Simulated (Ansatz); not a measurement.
## Frequency calculation of BSiSbH₃OF

System: BSiSbH₃OF.
Method: RKS B3LYP-D4/def2-SVP (Ansatz 0.2.0).

It belongs to a series of runs on one base structure; here: vibrations at the highest image of the band. Figures and captions count atoms from 1; the log counts them from 0 in places.

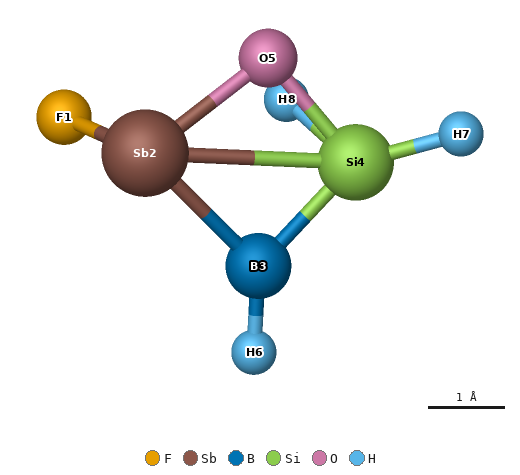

Figure 1. The input geometry (ball-and-stick view, seen at a tilt; atoms are numbered from 1 in the order of the input). Sticks mark near contacts.

## Input
```yaml
crystal:
  periodic: [false, false, false]
  atoms:
    - { symbol: F, position_ang: [-2.562417, -0.39861, 1.028778] }
    - { symbol: Sb, position_ang: [-1.550076, 0.843589, -0.085891] }
    - { symbol: B, position_ang: [0.531038, 0.848968, 0.833858] }
    - { symbol: Si, position_ang: [1.089545, -0.215249, -0.627697] }
    - { symbol: O, position_ang: [-0.579349, -0.640325, -1.24748] }
    - { symbol: H, position_ang: [1.005241, 1.323869, 1.825127] }
    - { symbol: H, position_ang: [2.151038, -0.511476, -1.622853] }
    - { symbol: H, position_ang: [0.007179, -1.307865, -0.159543] }
basis:
  gaussian: { orbitals: def2-SVP }
hamiltonian:
  xc: b3lyp
  dispersion: d4
phonons: {}
```

Machine: 2 threads of AMD EPYC (Zen 5), 16 GiB of memory available, shared host.

Launch command:
```bash
ansatz run input.yaml --threads 2 --pin off --max-ram 3072MiB --backend cpu --events-out ev --progress --plain --runs-dir out
```

## The program's output
```
Engine: ansatz 0.2.0, x86_64-unknown-linux-gnu
Functional definition: B3LYP
  parameter a0 = 0.2
  parameter ax = 0.72
  parameter ac = 0.81
  exchange = (1 - a0 - ax)*slater_x + ax*b88_x + a0*exact_x
  correlation = (1 - ac)*vwn_rpa_c + ac*lyp_c
1141 factors; integrals over basis functions are off by at most 3.0e-4 eV
mean field evaluation 1: about -19889.2463 eV, gradient 6.2e1 eV
mean field evaluation 2: about -19850.6947 eV, gradient 1.5e2 eV
mean field evaluation 4: about -19896.9648 eV, gradient 1.6e1 eV
mean field evaluation 8: about -19897.6141 eV, gradient 5.1e-1 eV
mean field evaluation 16: about -19897.6457 eV, gradient 1.3e-4 eV
mean field -19897.64565864 eV, -731.2249908466 hartree, gradient 3.6e-5 eV, S^2 0.000000; 0 other end points of the search recorded, 0 dependent functions left out
the calculation of the forces begins
reference -19897.64589568 eV, -731.2249995573 hartree; 31, 31 occupied and 70, 70 virtual orbitals, 1141 factors
these checks for a lower state are left out or cut short: stability, starts, cluster_reference, orbital_swaps, neighbouring_geometries, increment
1141 factors; integrals over basis functions are off by at most 3.0e-4 eV
mean field -19897.64559681 eV, -731.2249885742 hartree, gradient 2.7e-6 eV, S^2 0.000000; 0 other end points of the search recorded, 0 dependent functions left out
[... from here on the field's lines of each further geometry are left out, up to the last ...]
the calculation of the forces begins
reference -19897.64588077 eV, -731.2249990093 hartree; 31, 31 occupied and 70, 70 virtual orbitals, 1141 factors
these checks for a lower state are left out or cut short: stability, starts, cluster_reference, orbital_swaps, neighbouring_geometries, increment
1141 factors; integrals over basis functions are off by at most 3.0e-4 eV
mean field -19897.64568277 eV, -731.2249917333 hartree, gradient 2.0e-6 eV, S^2 0.000000; 0 other end points of the search recorded, 0 dependent functions left out
the calculation of the forces begins
reference -19897.64591980 eV, -731.2250004439 hartree; 31, 31 occupied and 70, 70 virtual orbitals, 1141 factors
WARN: phonons: modes at or below zero, which the zero-point energy, F, S and C_V leave out: 1, the lowest at -1612.07 cm⁻¹. A minimum has none, and a first-order saddle one
Total energy: -19898.02704800 eV, -731.2390066468 hartree
Atom 0 at    -2.562417    -0.398610     1.028778 Å, force     0.007390    -0.001667    -0.000771 eV/Å
Atom 1 at    -1.550076     0.843589    -0.085891 Å, force    -0.011440     0.010161    -0.001904 eV/Å
Atom 2 at     0.531038     0.848968     0.833858 Å, force     0.004066    -0.011035    -0.004441 eV/Å
Atom 3 at     1.089545    -0.215249    -0.627697 Å, force    -0.010180     0.000154     0.003052 eV/Å
Atom 4 at    -0.579349    -0.640325    -1.247480 Å, force     0.005634     0.000087    -0.001399 eV/Å
Atom 5 at     1.005241     1.323869     1.825127 Å, force    -0.001304     0.001272     0.001937 eV/Å
Atom 6 at     2.151038    -0.511476    -1.622853 Å, force     0.000500    -0.001673    -0.000645 eV/Å
Atom 7 at     0.007179    -1.307865    -0.159543 Å, force     0.005334     0.002701     0.004171 eV/Å
Dipole moment:     0.270877     0.416761    -0.225660 e Å
Vibrations: -1612.07 91.95 111.28 161.97 271.50 351.72 419.34 516.91 576.90 612.66 630.90 694.43 731.84 763.18 830.27 1867.69 2246.99 2693.96 cm⁻¹, zero-point energy 0.841448 eV
```

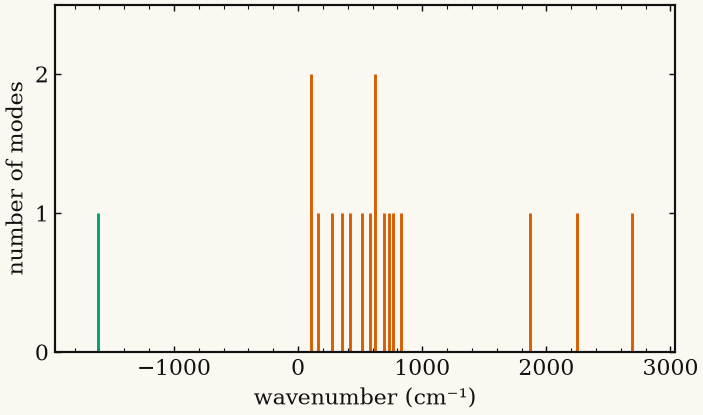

Figure 2. Harmonic vibrational wavenumbers from the force constants; neighbouring modes closer than 20 cm⁻¹ are counted in one stick, and imaginary ones are drawn at negative wavenumbers. 18 modes from 1612i to 2694 cm⁻¹, 1 imaginary beyond 8i (1612i cm⁻¹): a first-order saddle point, if the geometry is stationary.

## Key numbers

- outcome: converged
- total energy: −19898.0270 eV
- mean-field energy: −19897.6459 eV
- largest force (length of the vector): 0.015 eV/Å
- wall time: 39 s (CPU time 74 s)
- peak memory: 0.25 GiB
